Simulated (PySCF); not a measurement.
# Run report: C2H4BrGeN, excited-state calculation

The run: excited-state calculation of C2H4BrGeN, SMILES N#C[CH2][GeH2][Br]. Method and program: TDDFT PBE0/def2-SVPD, vertical, gas phase, core orbitals frozen in the response (PySCF 2.14.0).

The geometry comes from this level: GFN2-xTB.

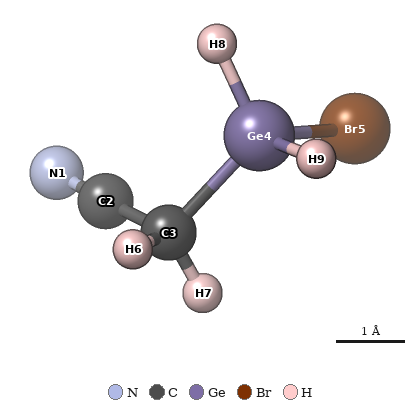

The structure (ball-and-stick view, seen at a tilt; atoms are numbered from 1 in the order of the input). Sticks mark near contacts. Bond lengths as drawn: Br–Ge 2.27 Å, C–C 1.43 Å, C–Ge 2.00 Å, C–H 1.09 Å, C–N 1.14 Å and Ge–H 1.51 Å.

## The input
```
{"job": {"kind": "uv", "xc": "PBE0", "basis": "def2-SVPD", "nstates": 6, "ntriplets": 2}, "charge": 0, "multiplicity": 1}
N     -1.076712     2.003527     1.445981
C     -1.030354     1.136342     0.702548
C     -0.912658     0.032841    -0.202292
Ge     0.951361    -0.696619    -0.107255
Br     2.335367     0.746255    -1.183855
H     -1.629614    -0.741643     0.075539
H     -1.130476     0.367206    -1.220559
H      1.456247    -0.825211     1.307466
H      1.050401    -2.016704    -0.842752
```

The first line tells a small driver script what to run in PySCF; the rest is the geometry in Å.

Run as:
```bash
OMP_NUM_THREADS=1 python <driver script> task.json out
```

## The program's output
```
coarse grid: 40120 points
cycle   1  E = -4783.1022392695  dE = -1.165e+00  |g| = 5.834e-01  |ddm| = 3.871e+00
cycle   2  E = -4782.9334900648  dE =  1.687e-01  |g| = 1.051e+00  |ddm| = 1.840e+00
cycle   3  E = -4783.1637699321  dE = -2.303e-01  |g| = 2.106e-01  |ddm| = 1.310e+00
cycle   4  E = -4783.1722093698  dE = -8.439e-03  |g| = 4.151e-02  |ddm| = 2.254e-01
cycle   5  E = -4783.1725217068  dE = -3.123e-04  |g| = 8.909e-03  |ddm| = 5.211e-02
cycle   6  E = -4783.1725335624  dE = -1.186e-05  |g| = 1.919e-03  |ddm| = 1.270e-02
cycle   7  E = -4783.1725346415  dE = -1.079e-06  |g| = 4.589e-04  |ddm| = 3.718e-03
final grid: 81008 points
cycle   8  E = -4783.1725306670  dE =  1.418e-08  |g| = 6.351e-04  |ddm| = 3.611e-03
cycle   9  E = -4783.1725304791  dE =  1.879e-07  |g| = 1.098e-03  |ddm| = 1.939e-03
cycle  10  E = -4783.1725307606  dE = -2.815e-07  |g| = 2.489e-04  |ddm| = 1.232e-03
cycle  11  E = -4783.1725307742  dE = -1.362e-08  |g| = 1.178e-05  |ddm| = 2.580e-04
cycle  12  E = -4783.1725307742  dE = -2.001e-11  |g| = 2.763e-06  |ddm| = 1.574e-05
```

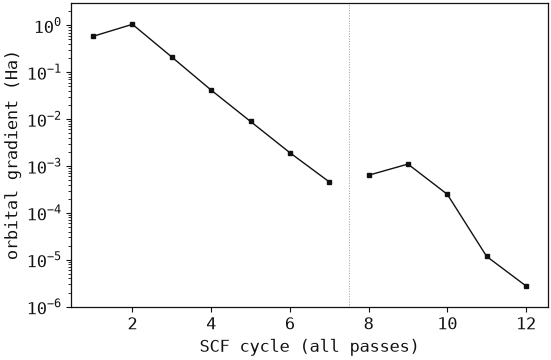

Convergence of the self-consistent field: orbital gradient against the SCF cycle. The dotted line marks the change from a coarse to the final integration grid. The first 7 cycles use a coarse grid, the final grid takes over at cycle 8, and the field converges after 12 cycles in all.

```
converged SCF energy = -4783.1725307742

Static polarisability (au): isotropic 77.782, principal 65.579 79.218 88.550

Singlet excitations
state   eV       nm        f      main configurations
  1   6.2875    197.2   0.01636   H-1->L 0.73, H->L 0.24
  2   6.3315    195.8   0.02104   H->L 0.71, H-1->L 0.25
  3   7.2244    171.6   0.00350   H-1->L+1 0.67, H->L+1 0.29
  4   7.2822    170.3   0.02801   H->L+1 0.55, H-1->L+1 0.30, H-2->L 0.10
  5   7.3632    168.4   0.02013   H-2->L 0.74, H->L+2 0.12
  6   7.4631    166.1   0.01126   H-1->L+2 0.50, H->L+2 0.38

Triplet excitations (Tamm-Dancoff, eV): 5.8222 5.8662
```

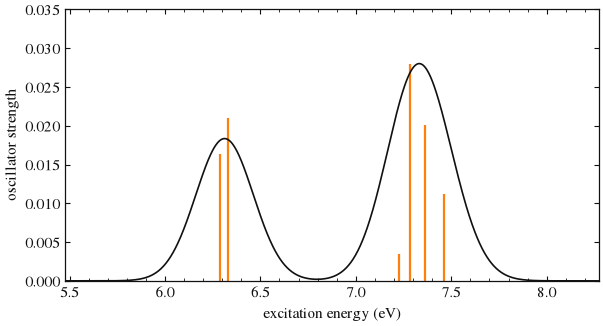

Computed excitations as sticks (degenerate states added up, dark ones marked on the axis), with a Gaussian envelope of 0.35 eV full width at half maximum, scaled to the tallest. Of the 6 states the lowest lies at 6.29 eV (f = 0.016); the strongest line is at 7.28 eV, or 170 nm (f = 0.028).

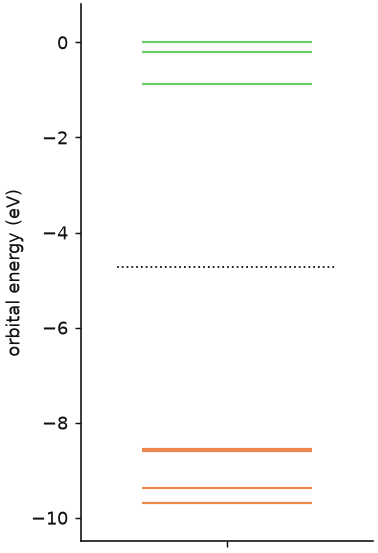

Orbital energies near the frontier; the dotted line parts filled from empty levels, and levels within 0.02 eV of each other stand side by side. Highest filled −8.56 eV, lowest empty −0.88 eV, 7.68 eV apart.

## Summary

```tsv
quantity	value
outcome	converged
total energy	−4783.172531 hartree
HOMO	−8.56 eV
LUMO	−0.88 eV
dipole moment	4.35 D
mean polarisability	77.78 a.u.
lowest singlet excitation	6.29 eV
hardware	1 CPU thread, shared host
wall time	22 s
peak memory	0.69 GiB
```

Spin–orbit coupling is left out, which matters for the heavy atoms.
